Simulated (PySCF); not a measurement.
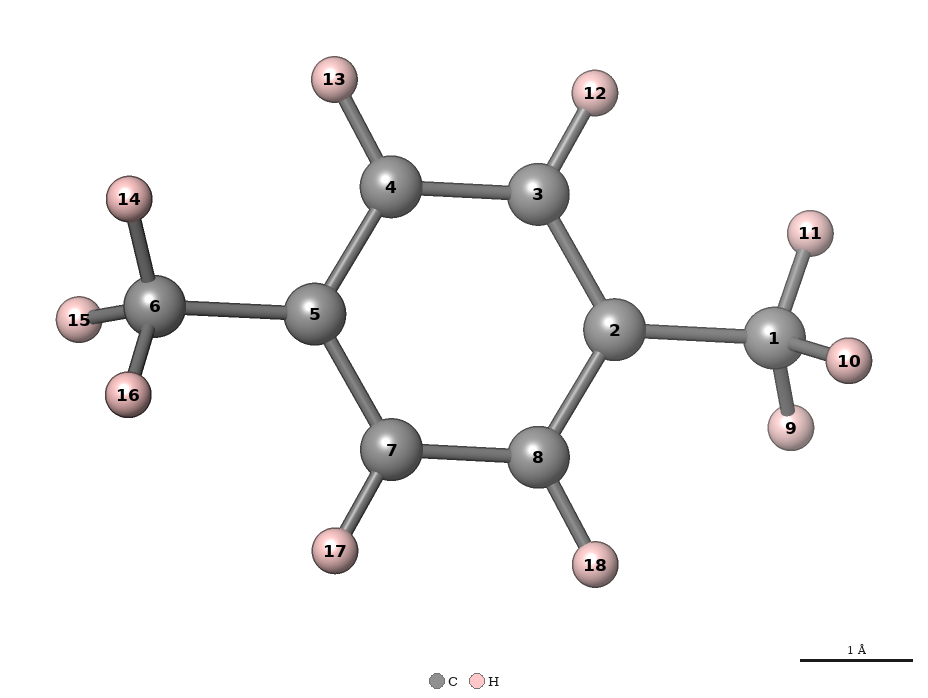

Orthographic view. Depth is shown by fading: the farther an atom, the more it takes the colour of the background. The geometry was computed by an optimisation with PBE0-D3(BJ)/def2-TZVP. No frequency run is at hand to confirm it as a minimum.

List the bonded neighbours of every atom.

C1: C2, H9, H10, H11
C2: C1, C3, C8
C3: C2, C4, H12
C4: C3, C5, H13
C5: C4, C6, C7
C6: C5, H14, H15, H16
C7: C5, C8, H17
C8: C2, C7, H18
(terminal hydrogens appear only as neighbours)
